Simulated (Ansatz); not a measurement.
**triplet InCl at 6 levels**

We compute a comparison of 6 runs (UHF/STO-3G, U-r2SCAN/STO-3G, UBHLYP/STO-3G, UPBE0/STO-3G, RPA@PBE/STO-3G, UCCSD(T)/STO-3G) of triplet InCl. 

Program for the calculation: Ansatz 0.2.0.

34 further runs of the same task are left out: 5 that didn't finish, 29 set aside as unsound or not needed.

## Step 1: The structure to begin with

InCl: 2 atoms, total charge 0, spin state triplet. As SMILES of the parent species, `[Cl][In]`. Geometry: a GFN2-xTB relaxation, a rough one for these elements and not checked as a minimum. That shape belongs to the parent species and isn't relaxed for this state.

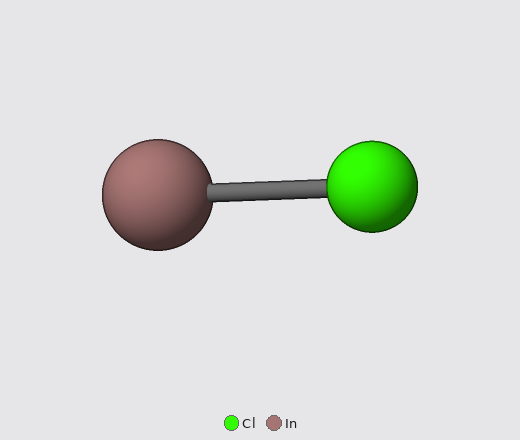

The structure, seen from a chosen angle (chlorine green, indium brown).

## Step 2: The energy at UHF/STO-3G (run 1)

Contents of in.yaml:

```yaml
basis:
  gaussian: {orbitals: STO-3G}
crystal:
  periodic: [false, false, false]
  atoms:
    - {symbol: Cl, position_ang: [0.000000, 0.000000, 0.000000]}
    - {symbol: In, position_ang: [0.000000, 0.000000, 2.385660]}
magnetization: {spin_polarized: true, initial_magnetization: 2}
hamiltonian: {xc: hf}
accuracy: high
```

Command:

```sh
$ ansatz run in.yaml --threads 1 --pin off --max-ram 2610MiB --events-out events.jsonl --progress --plain --runs-dir runs
```

The log of the run:

```text
Warning: RAYON_NUM_THREADS=1 ignored (pool sized by the plan → 1); use --threads N
Functional definition: HF
  name "HF"
  exchange = exact_x
  correlation = 0
637 factors; integrals over basis functions are off by at most 7.3e-9 eV
mean field evaluation 1: about -167007.3535 eV, gradient 5.9e0 eV
mean field evaluation 2: about -167007.4003 eV, gradient 5.9e0 eV
mean field evaluation 4: about -167008.1621 eV, gradient 7.8e-1 eV
mean field evaluation 8: about -167008.1870 eV, gradient 1.6e-2 eV
mean field -167008.18701073 eV, -6137.4376704294 hartree, gradient 9.9e-8 eV, S^2 2.001804; 0 other end points of the search recorded, 0 dependent functions left out
reference -167008.18701073 eV, -6137.4376704294 hartree; 34, 32 occupied and 2, 4 virtual orbitals, 637 factors
Total energy: -167008.18701073 eV, -6137.4376704294 hartree
```

Wall time 0.58 s (1 thread of Arm Neoverse V2, shared host); peak memory 0.11 GiB.

## Step 3: The energy at U-r2SCAN/STO-3G (run 2)

Contents of molecule.yaml:

```yaml
crystal:
  periodic: [false, false, false]
  atoms:
    - symbol: Cl
      position_ang: [0.000000, 0.000000, 0.000000]
    - symbol: In
      position_ang: [0.000000, 0.000000, 2.385660]
basis:
  gaussian: {orbitals: STO-3G}
magnetization: {spin_polarized: true, initial_magnetization: 2}
hamiltonian: {xc: r2scan}
accuracy: high
```

Command:

```sh
$ ansatz run molecule.yaml --threads 1 --pin off --max-ram 2610MiB --events-out events.jsonl --progress --plain --runs-dir runs
```

The log of the run:

```text
Warning: RAYON_NUM_THREADS=1 ignored (pool sized by the plan → 1); use --threads N
Functional definition: r2SCAN
  name "r2SCAN"
  parameter k0 = 0.174
  parameter k1 = 0.065
  parameter a1 = 4.9479
  exchange = r2scan_x(k0 = k0, k1 = k1, a1 = a1)
  correlation = r2scan_c
637 factors; integrals over basis functions are off by at most 7.3e-9 eV
mean field evaluation 1: about -167076.1990 eV, gradient 1.6e1 eV
mean field evaluation 2: about -167057.1341 eV, gradient 4.7e1 eV
mean field evaluation 4: about -167081.9505 eV, gradient 2.4e0 eV
mean field evaluation 8: about -167082.0409 eV, gradient 2.2e-2 eV
mean field evaluation 16: about -167082.0409 eV, gradient 1.3e-7 eV
mean field evaluation 32: about -167075.7993 eV, gradient 9.9e0 eV
mean field -167082.04091950 eV, -6140.1517515166 hartree, gradient 4.4e-9 eV, S^2 2.003044; 1 other end points of the search recorded, 0 dependent functions left out
reference -167082.04092022 eV, -6140.1517515431 hartree; 34, 32 occupied and 2, 4 virtual orbitals, 637 factors
Total energy: -167082.04092022 eV, -6140.1517515431 hartree
```

Wall time 8.7 s (1 thread of Arm Neoverse V2, shared host); peak memory 0.23 GiB.

Runs 3 to 5 aren't shown in full; the table further down has their settings and results.

## Step 4: The energy at UCCSD(T)/STO-3G (run 6)

Contents of run.yaml:

```yaml
basis:
  gaussian:
    orbitals: STO-3G
crystal:
  periodic: [false, false, false]
  atoms:
    - symbol: Cl
      position_ang: [0.000000, 0.000000, 0.000000]
    - symbol: In
      position_ang: [0.000000, 0.000000, 2.385660]
magnetization:
  spin_polarized: true
  initial_magnetization: 2
scf:
  omitted_lower_state_checks: [cluster_reference, increment]
accuracy: high
correlation:
  method: ccsd_t
  frozen_orbitals: {Cl: 5, In: 18}
```

Command:

```sh
$ ansatz run run.yaml --threads 1 --pin off --max-ram 2610MiB --events-out events.jsonl --progress --plain --runs-dir runs
```

The log of the run:

```text
Warning: RAYON_NUM_THREADS=1 ignored (pool sized by the plan → 1); use --threads N
[... 12 lines left out ...]
23 core orbitals not correlated: weight in the atoms' cores, before any rotation towards them, 1.000 or more for the frozen orbitals, at most 0.000 for the correlated occupied ones
[... 25 lines left out ...]
Total energy: -167008.55266354 eV, -6137.4511079223 hartree
Checks for a lower state left out: cluster_reference, increment
```

Wall time 0.92 s (1 thread of Arm Neoverse V2, shared host); peak memory 0.11 GiB.

## Step 5: Overview of the runs

```
run            level  frozen core orbitals   energy (Eh)   ⟨S²⟩  wall time
  1       UHF/STO-3G                     –  -6137.437670  2.002     0.58 s
  2  U-r2SCAN/STO-3G                     –  -6140.151752  2.003      8.7 s
  3    UBHLYP/STO-3G                     –  -6140.176604  2.001      2.6 s
  4     UPBE0/STO-3G                     –  -6139.567264  2.001      2.5 s
  5   RPA@PBE/STO-3G                    23  -6137.464508  2.001      6.6 s
  6  UCCSD(T)/STO-3G                    23  -6137.451108  2.002     0.92 s
```

## Step 6: Outcome

```
                                           quantity           value
                                run 6: total energy  -6137.45111 Eh
run 6: correlation energy (23 core orbitals frozen)       -13.4 mEh
                              run 6: (T) correction       -0.59 mEh
           run 6: ⟨S²⟩ of the reference determinant           2.002
                               run 6: T1 diagnostic           0.010
```

**Reading.** Totals of different functionals can't be ranked against each other. In runs 1, 2, 3, 4, 5, 6 the basis is minimal, so the values are rough. In runs 1, 2, 3, 4, 5, 6 relativity is left out where basis or elements ask for it. All runs together took 22 s, the longest 8.7 s.
